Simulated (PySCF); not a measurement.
## NMR shielding calculation, with input and output: C₆H₉FO₂

The run: NMR shielding calculation of C₆H₉FO₂. Method and program: GIAO B3LYP/pcSseg-1 NMR shielding, non-relativistic, gas phase (PySCF 2.14.0).

The geometry comes from this level: PBE0-D3(BJ)/def2-SVP. Figures and captions count atoms from 1; the log counts them from 0 in places.

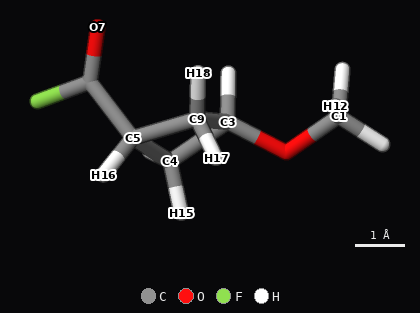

**Figure 1.** The structure (stick view, seen at a tilt; atoms are numbered from 1 in the order of the input). Bond lengths as drawn: C–C 1.49 to 1.55 Å, C–F 1.34 Å, C–H 1.10 to 1.11 Å and C–O 1.18 to 1.40 Å.

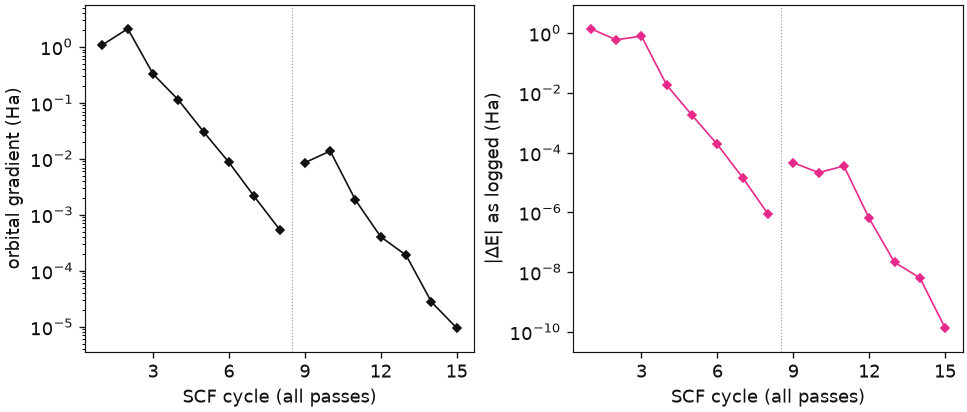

**Figure 2.** Convergence of the self-consistent field: orbital gradient and size of the energy change against the SCF cycle. The dotted line marks the change from a coarse to the final integration grid. The first 8 cycles use a coarse grid, the final grid takes over at cycle 9, and the field converges after 15 cycles in all.

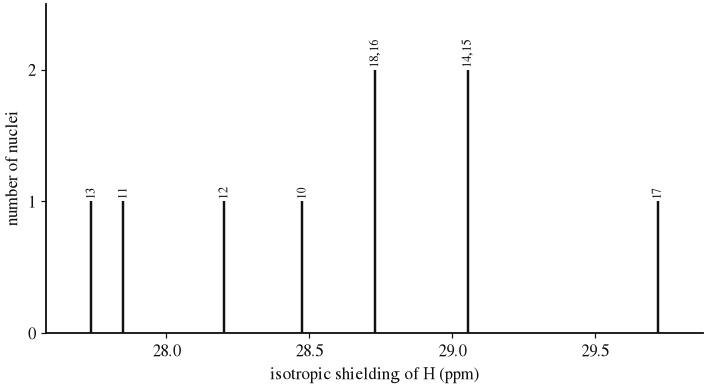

**Figure 3.** Isotropic shieldings of the hydrogen nuclei in this fixed geometry, labelled by atom number; shielding grows to the right, so chemical shift grows to the left. The least shielded is H13 (27.7 ppm), the most shielded H17 (29.7 ppm).

The input that produced these results follows, with the program's output.

The input
```
{"job": {"kind": "nmr", "xc": "B3LYP", "basis": "pcSseg-1", "pop": false}, "charge": 0, "multiplicity": 1}
C      2.603742     0.649319    -0.759243
O      1.781953     0.005743     0.168523
C      0.508737    -0.261371    -0.308067
C     -0.405614    -0.952579     0.704647
C     -1.560097    -0.035602     0.215004
C     -2.436548    -0.716265    -0.786453
O     -2.474519    -0.573469    -1.961749
F     -3.239617    -1.607030    -0.182779
C     -0.512108     0.896827    -0.411860
H      2.737220     0.046699    -1.678634
H      3.586507     0.797784    -0.291933
H      2.204617     1.638605    -1.055937
H      0.553808    -0.822100    -1.263837
H     -0.539551    -2.042076     0.643417
H     -0.100237    -0.680682     1.724553
H     -2.207753     0.371718     1.006468
H     -0.238538     1.704683     0.281700
H     -0.746209     1.306087    -1.404008
```

The first line tells a small driver script what to run in PySCF; the rest is the geometry in Å.

Command:
```bash
OMP_NUM_THREADS=1 python <driver script> task.json out
```

The program's output
```
coarse grid: 15360 points
cycle   1  E = -483.9649209731  dE =  1.415e+00  |g| = 1.089e+00  |ddm| = 3.770e+00
cycle   2  E = -483.3599486800  dE =  6.050e-01  |g| = 2.115e+00  |ddm| = 2.174e+00
cycle   3  E = -484.1600409905  dE = -8.001e-01  |g| = 3.294e-01  |ddm| = 1.573e+00
cycle   4  E = -484.1781914386  dE = -1.815e-02  |g| = 1.129e-01  |ddm| = 2.782e-01
cycle   5  E = -484.1799802580  dE = -1.789e-03  |g| = 3.037e-02  |ddm| = 7.484e-02
cycle   6  E = -484.1801689659  dE = -1.887e-04  |g| = 8.652e-03  |ddm| = 2.899e-02
cycle   7  E = -484.1801835424  dE = -1.458e-05  |g| = 2.126e-03  |ddm| = 7.286e-03
cycle   8  E = -484.1801844344  dE = -8.921e-07  |g| = 5.465e-04  |ddm| = 2.069e-03
final grid: 149616 points
cycle   9  E = -484.2777928447  dE = -4.630e-05  |g| = 8.553e-03  |ddm| = 3.089e-02
cycle  10  E = -484.2777712332  dE =  2.161e-05  |g| = 1.381e-02  |ddm| = 1.487e-02
cycle  11  E = -484.2778070886  dE = -3.586e-05  |g| = 1.835e-03  |ddm| = 9.386e-03
cycle  12  E = -484.2778077166  dE = -6.280e-07  |g| = 4.034e-04  |ddm| = 1.377e-03
cycle  13  E = -484.2778077379  dE = -2.134e-08  |g| = 1.898e-04  |ddm| = 3.782e-04
cycle  14  E = -484.2778077445  dE = -6.513e-09  |g| = 2.777e-05  |ddm| = 1.504e-04
cycle  15  E = -484.2778077446  dE = -1.353e-10  |g| = 9.502e-06  |ddm| = 3.151e-05
converged SCF energy = -484.2778077446

GIAO shielding tensors (ppm)
atom      isotropic    diamagn.    paramagn.     s11        s22        s33       span
  0 C      122.794     242.482    -119.688     89.074    101.901    177.407     88.333
  1 O      275.180     397.135    -121.954    247.115    262.998    315.429     68.314
  2 C      104.823     248.003    -143.180     76.763     86.704    151.002     74.239
  3 C      142.491     249.579    -107.088    122.804    136.985    167.683     44.879
  4 C      147.999     255.972    -107.973    131.848    146.178    165.971     34.123
  5 C        4.007     254.264    -250.257   -118.336     38.330     92.027    210.363
  6 O     -118.816     403.702    -522.519   -410.978   -213.076    267.605    678.583
  7 F      133.546     476.057    -342.511   -100.123    225.291    275.470    375.594
  8 C      145.728     252.169    -106.441    133.059    141.505    162.620     29.561
  9 H       28.476      28.491      -0.014     25.077     25.898     34.453      9.376
 10 H       27.849      27.555       0.295     23.933     25.450     34.166     10.233
 11 H       28.203      29.512      -1.309     24.344     26.363     33.900      9.556
 12 H       27.738      33.215      -5.478     24.223     28.526     30.465      6.241
 13 H       29.052      31.024      -1.972     25.362     27.420     34.374      9.012
 14 H       29.056      31.684      -2.628     26.205     28.179     32.785      6.580
 15 H       28.730      30.619      -1.889     24.254     27.938     33.999      9.746
 16 H       29.719      32.327      -2.608     26.725     28.622     33.811      7.087
 17 H       28.730      32.146      -3.416     25.049     27.441     33.699      8.650
```

Results in brief

| quantity | value |
| --- | --- |
| outcome | converged |
| total energy | −484.277808 hartree |
| HOMO | −7.34 eV |
| LUMO | −0.73 eV |
| dipole moment | 2.42 D |
| isotropic shielding, C | 4.0 to 148.0 ppm |
| isotropic shielding, O | −118.8 to 275.2 ppm |
| isotropic shielding, F | 133.5 ppm |
| isotropic shielding, H | 27.7 to 29.7 ppm |
| hardware | 1 CPU thread, shared host |
| wall time | 29 s |
| peak memory | 1.1 GiB |
